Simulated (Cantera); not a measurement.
Input: 1 mol CH3SiH3, 0.11 mol C2H2, 4.2 mol H2, equilibrated at 75.0 Torr.

Equilibrium computed with Cantera from the NASA thermochemical tables; the gas is ideal and each condensed phase is pure. Candidate condensed phases: C, C6H6, C7H8, C8H18, Si, SiC; 87 gas species. The feed counts by its element totals alone. The numbers say what is thermodynamically allowed, not how fast it happens.

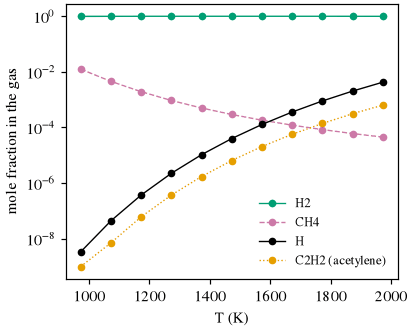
Figure. Equilibrium gas composition (values under 1e-9 drawn at 1e-9)

From 973 K to 1973 K the condensed part is C(graphite) + SiC(s).
